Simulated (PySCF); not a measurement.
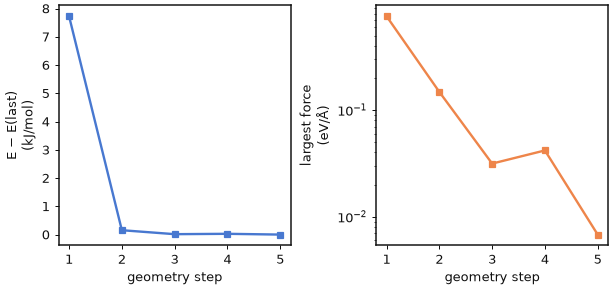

History of a geometry optimisation.

System: 1-octene (SMILES C=CCCCCCC).
Method: PBE0-D3(BJ)/def2-SVP, geometry optimisation in PySCF 2.14.0, density fitting.

How did the optimisation end?

Answer. The optimisation met its thresholds at geometry 5, counting the start as the first. The energy fell by about 7.7 kJ/mol from the first step to the last. The largest force goes from about 0.76 eV/Å at the start to 7 × 10⁻³ eV/Å at the end.
